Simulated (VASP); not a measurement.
Band structure of TaAl (relaxed from the CsCl type structure, space group Pm-3m). Computed with PBEsol GGA, VASP's PBE PAW potentials (set 64) (plane waves; VASP).

Unless said otherwise, spin-orbit coupling is left out, though it shifts the bands of the heavy elements here.

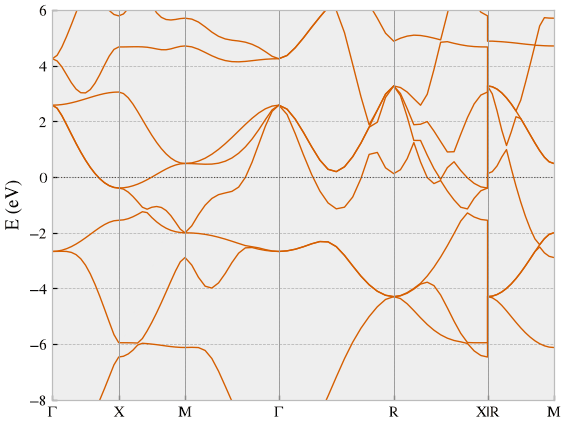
Bands along high-symmetry lines, zero at the valence-band maximum or, without a gap, the Fermi level

Problem. Read the plot: is there a gap, and where are the band edges?

Solution. It has no gap at this level: it comes out as a metal or semimetal. (Edges off the drawn lines would not show.)

The structure was generated: TaAl was put into the CsCl type type (Pm-3m), which need not be its known phase. It was relaxed first, which changed the volume by -40 %.
